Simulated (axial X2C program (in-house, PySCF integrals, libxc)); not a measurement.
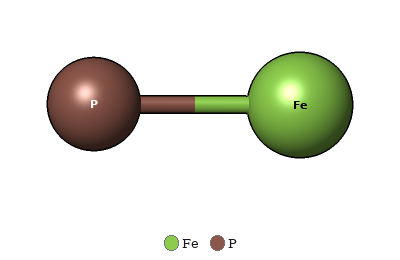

**Figure 1.** The molecule at the reference distance of 2.189 Å.

**Relativistic diatomic calculation, with input and output: FeP⁺**

- system: FeP⁺, single determinant with Ω = 0 (not the lowest found).
- method: PBE0, two-component X2C with atomic mean-field Coulomb and Gaunt terms, Fe dyall-v3z, P dyall-v3z (cores contracted) (axial X2C program (in-house, PySCF integrals, libxc))

**Log**
```
two-component X2C + atomic mean field  PBE0
basis functions 154  fitting functions 901  grid points 5084
iter        total energy     max residual
   1      -1613.798083848     7.62e-02
   2      -1613.799287587     4.17e-04
   3      -1613.799287737     2.18e-04
   4      -1613.799287745     2.13e-04
   5      -1613.799287961     3.94e-05
   6      -1613.799287985     1.05e-05
   7      -1613.799287986     2.06e-06
converged
one-electron -2406.88386533  Coulomb 778.15609658  exact exchange -19.34491628  xc functional -59.61260402  nuclear repulsion 94.28008783  atomic mean-field constant -0.39408676
```

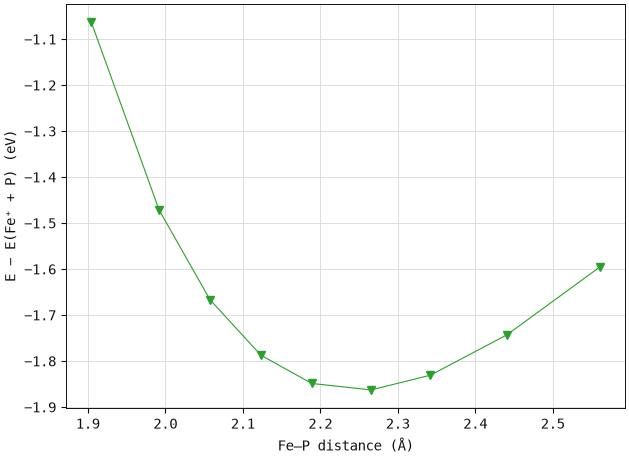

**Figure 2.** Energy at 9 bond lengths, for one set of occupations held fixed; the line joins the points. A polynomial of degree 6 through 8 points gives rₑ = 2.247 Å, ωₑ = 339.6 cm⁻¹, ωₑxₑ = 1.8 cm⁻¹ and Bₑ = 0.1675 cm⁻¹. The minimum lies 1.86 eV below Fe⁺ + P, each computed as one determinant at the same level.

**Input file**
```
{"zs": [26, 15], "q": 1, "bas": ["dyall-v3z", "dyall-v3z"], "levels": ["PBE0", "HF", "TPSS", "r2SCAN"], "cc": false, "r0": 2.11, "npts": 10, "nst": 2, "ntry": 6, "opt": {"pick": 1}}
```

The line is the task of a batch: nuclear charges, charge, bases, the levels to run, a first guess of the distance and further settings. This report covers PBE0 with spin-orbit coupling. The log is that of the reference distance 2.189 Å.

The run was one of a batch that the task file lists, launched with:
```bash
python <driver script> task.json out
```

**Outcome**

```tsv
quantity	value
outcome	converged
bond length rₑ	2.247 Å
ωₑ	339.6 cm⁻¹
energy at the minimum	−1613.79986 hartree
depth below the fragments	1.86 eV
hardware	1 thread of Arm Neoverse N1, 98 GiB of memory available, shared host
wall time	7.3 s
```

**What is odd here**

One thing in this input was made odd on purpose: excited determinant (pick = 1.0). The program ran to the end. Its numbers are those of the input as typed; this run alone doesn't show how far the oddity moves them. To bear in mind: 9 of the 10 points asked for were kept.
